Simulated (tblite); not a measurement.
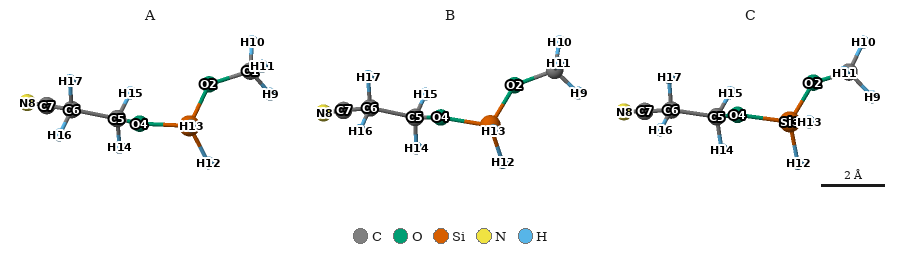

3 geometries from one relaxation of C$_{4}$H$_{9}$NO$_{2}$Si, in shuffled order. A ball-and-stick model, seen at a tilt.

Method: tblite 0.8.0, GFN2-xTB geometry optimisation, gas phase. 

Q: Order the frames from highest to lowest energy.

A: C, B, A. They are steps 0, 24, 108, at +1.012 eV, +0.039 eV relative to the last. H13 moves most after the best rigid fit: 0.77 Å. By element the largest moves are H 0.77 Å, O 0.58 Å, Si 0.38 Å, N 0.32 Å, C 0.20 Å. Among the contacts that change: Si3–O4 1.707 → 1.615 Å, O2–Si3 1.709 → 1.622 Å, C6–H17 1.128 → 1.093 Å, C5–H14 1.132 → 1.098 Å. Among the angles between lasting bonds that change: C1–O2–Si3 106.8° → 128.8°, Si3–O4–C5 110.8° → 129.4°, O2–Si3–H13 106.2° → 113.9°. Groups turn about O2–Si3 by about 45°. The energy falls by 1.012 eV in 108 geometry steps.
